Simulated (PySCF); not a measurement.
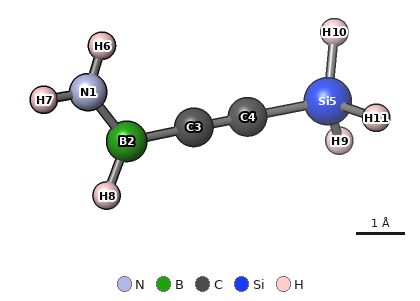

**Figure 1.** The input geometry of run A (ball-and-stick view, seen at a tilt; atoms are numbered from 1 in the order of the input). Bond lengths as drawn: B–C 1.53 Å, B–H 1.21 Å, B–N 1.39 Å, C–C 1.23 Å, C–Si 1.83 Å, H–N 1.01 Å and H–Si 1.49 Å.

**What a change does: excited-state calculation on C₂H₆BNSi**

System: C₂H₆BNSi, SMILES NBC#C[SiH3].
Method of run A: TDDFT PBE0/def2-TZVP, vertical, gas phase, core orbitals frozen in the response (PySCF 2.14.0).

The geometry comes from this level: PBE0-D3(BJ)/def2-SVP. Text and figures count atoms from 1; the logs count them from 0 in places.

Input, run A:
```
{"job": {"kind": "uv", "xc": "PBE0", "basis": "def2-TZVP"}, "charge": 0, "multiplicity": 1}
N     -2.592881     0.573856     0.881816
B     -1.895432    -0.100214    -0.113616
C     -0.361452    -0.151051    -0.096856
C      0.863240    -0.200157    -0.096214
Si     2.691666    -0.278435    -0.092577
H     -2.137797     1.055362     1.646987
H     -3.602405     0.626737     0.898761
H     -2.516054    -0.647162    -0.995528
H      3.213656    -0.093133    -1.477754
H      3.246640     0.794784     0.784918
H      3.129907    -1.606263     0.429240
```

The first line tells a small driver script what to run in PySCF; the rest is the geometry in Å.

Launched with:
```bash
OMP_NUM_THREADS=1 python <driver script> task.json out
```

Hardware: 1 CPU thread, shared host.

Output (run A):
```
coarse grid: 9664 points
cycle   1  E = -448.6194086898  dE =  2.745e-01  |g| = 4.279e-01  |ddm| = 2.981e+00
cycle   2  E = -448.6087990927  dE =  1.061e-02  |g| = 4.730e-01  |ddm| = 7.983e-01
cycle   3  E = -448.6614770814  dE = -5.268e-02  |g| = 1.148e-01  |ddm| = 4.094e-01
cycle   4  E = -448.6639092635  dE = -2.432e-03  |g| = 6.143e-02  |ddm| = 9.369e-02
cycle   5  E = -448.6648047116  dE = -8.954e-04  |g| = 1.555e-02  |ddm| = 3.769e-02
cycle   6  E = -448.6648616274  dE = -5.692e-05  |g| = 4.023e-03  |ddm| = 1.167e-02
cycle   7  E = -448.6648656947  dE = -4.067e-06  |g| = 9.221e-04  |ddm| = 3.536e-03
final grid: 88776 points
cycle   8  E = -448.6555417037  dE = -3.048e-05  |g| = 5.787e-03  |ddm| = 8.384e-02
cycle   9  E = -448.6555380503  dE =  3.653e-06  |g| = 7.108e-03  |ddm| = 8.465e-03
cycle  10  E = -448.6555490047  dE = -1.095e-05  |g| = 8.373e-04  |ddm| = 4.298e-03
cycle  11  E = -448.6555491609  dE = -1.562e-07  |g| = 2.670e-04  |ddm| = 7.703e-04
cycle  12  E = -448.6555491797  dE = -1.885e-08  |g| = 4.537e-05  |ddm| = 2.332e-04
cycle  13  E = -448.6555491801  dE = -3.915e-10  |g| = 2.729e-05  |ddm| = 5.250e-05
converged SCF energy = -448.6555491801

Static polarisability (au): isotropic 74.858, principal 51.606 60.162 112.807

Singlet excitations
state   eV       nm        f      main configurations
  1   4.8046    258.1   0.00070   H->L 0.97
  2   5.4470    227.6   0.08337   H-1->L 0.70, H->L+1 0.26
  3   5.9679    207.8   0.00040   H-1->L+1 0.93
  4   7.1101    174.4   0.69699   H-2->L 0.43, H->L+1 0.31, H-1->L 0.20
  5   7.2030    172.1   0.00692   H-3->L 0.60, H-5->L 0.37
  6   7.4023    167.5   0.24635   H->L+2 0.40, H-2->L 0.29, H->L+1 0.20
  7   7.5021    165.3   0.15495   H->L+2 0.47, H-2->L 0.15, H-1->L+2 0.14
  8   7.5053    165.2   0.03436   H-1->L+2 0.63, H->L+2 0.09, H-2->L+1 0.09
  9   7.6875    161.3   0.01903   H-1->L+3 0.40, H-2->L+1 0.34, H-1->L+2 0.18
 10   7.7344    160.3   0.00523   H-5->L 0.59, H-3->L 0.36

Triplet excitations (Tamm-Dancoff, eV): 4.0984 4.4027 4.9129 5.6058
```

Run B used a changed input.

The two runs side by side:

| quantity | run A | run B |
| --- | --- | --- |
| outcome | converged | converged |
| total energy (hartree) | −448.655549 | −448.656346 |
| HOMO (eV) | −7.80 | −7.81 |
| LUMO (eV) | −1.18 | −1.23 |
| dipole moment (D) | 2.14 | 2.08 |
| lowest excitation (eV) | 4.80 | 4.78 |
| SCF iterations | 13 | 14 |
| strongest computed line (eV) | 7.11 | 6.89 |
| basis functions | 197 | 245 |
| wall time (shared host) | 16 s | 25 s |

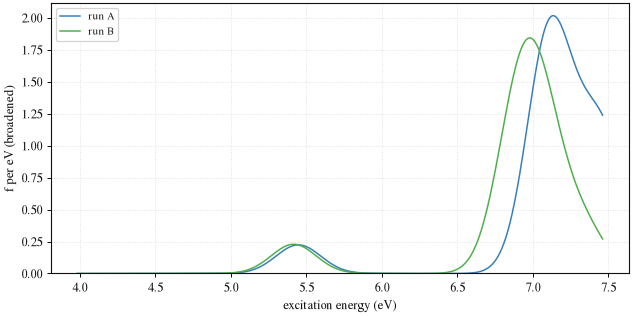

**Figure 2.** Absorption of the two runs from their computed states, each broadened by a Gaussian of 0.35 eV full width; the range ends where the shorter list of states ends.

What was changed in the input?

The change (lines with − go, lines with + come):
```diff
-"basis": "def2-TZVP"
+"basis": "def2-TZVPD"
```

The total energy of run B is 0.50 kcal/mol lower, which measures the change of basis and not a stability. The LUMO goes from −1.18 to −1.23 eV. The dipole moment goes from 2.14 to 2.08 D. The strongest computed line goes from 7.11 to 6.89 eV. The SCF takes 14 iterations against 13. The basis functions go from 197 to 245.

Output (run B):
```
coarse grid: 9664 points
cycle   1  E = -448.6202916488  dE =  2.747e-01  |g| = 4.273e-01  |ddm| = 3.886e+00
cycle   2  E = -448.6087244306  dE =  1.157e-02  |g| = 4.758e-01  |ddm| = 6.856e-01
cycle   3  E = -448.6623258848  dE = -5.360e-02  |g| = 1.139e-01  |ddm| = 3.345e-01
cycle   4  E = -448.6646793612  dE = -2.353e-03  |g| = 6.218e-02  |ddm| = 9.284e-02
cycle   5  E = -448.6655995244  dE = -9.202e-04  |g| = 1.545e-02  |ddm| = 3.979e-02
cycle   6  E = -448.6656555825  dE = -5.606e-05  |g| = 4.044e-03  |ddm| = 1.085e-02
cycle   7  E = -448.6656596953  dE = -4.113e-06  |g| = 9.304e-04  |ddm| = 3.591e-03
final grid: 88776 points
cycle   8  E = -448.6563382320  dE = -3.141e-05  |g| = 5.813e-03  |ddm| = 1.021e-01
cycle   9  E = -448.6563344507  dE =  3.781e-06  |g| = 7.164e-03  |ddm| = 8.431e-03
cycle  10  E = -448.6563456246  dE = -1.117e-05  |g| = 8.369e-04  |ddm| = 4.131e-03
cycle  11  E = -448.6563457791  dE = -1.545e-07  |g| = 2.734e-04  |ddm| = 7.175e-04
cycle  12  E = -448.6563457988  dE = -1.971e-08  |g| = 4.829e-05  |ddm| = 2.245e-04
cycle  13  E = -448.6563457992  dE = -3.438e-10  |g| = 3.492e-05  |ddm| = 5.130e-05
cycle  14  E = -448.6563457994  dE = -2.861e-10  |g| = 1.355e-05  |ddm| = 2.439e-05
converged SCF energy = -448.6563457994

Static polarisability (au): isotropic 79.795, principal 56.999 64.991 117.394

Singlet excitations
state   eV       nm        f      main configurations
  1   4.7828    259.2   0.00057   H->L 0.97
  2   5.4154    228.9   0.08518   H-1->L 0.70, H->L+1 0.22
  3   5.9277    209.2   0.00035   H-1->L+1 0.82, H-1->L+2 0.09
  4   6.8910    179.9   0.39011   H->L+1 0.53, H->L+2 0.30, H-1->L 0.10
  5   6.9589    178.2   0.00278   H-1->L+2 0.78, H-1->L+1 0.12
  6   7.0516    175.8   0.38735   H-2->L 0.40, H->L+2 0.37, H-1->L 0.11
  7   7.1703    172.9   0.00715   H-3->L 0.58, H-5->L 0.37
  8   7.3175    169.4   0.11811   H-2->L 0.34, H->L+4 0.23, H->L+3 0.18
  9   7.3631    168.4   0.01436   H-1->L+3 0.41, H-1->L+4 0.36, H-2->L+1 0.13
 10   7.4610    166.2   0.00500   H->L+4 0.53, H->L+3 0.40

Triplet excitations (Tamm-Dancoff, eV): 4.0896 4.3862 4.9008 5.5796
```
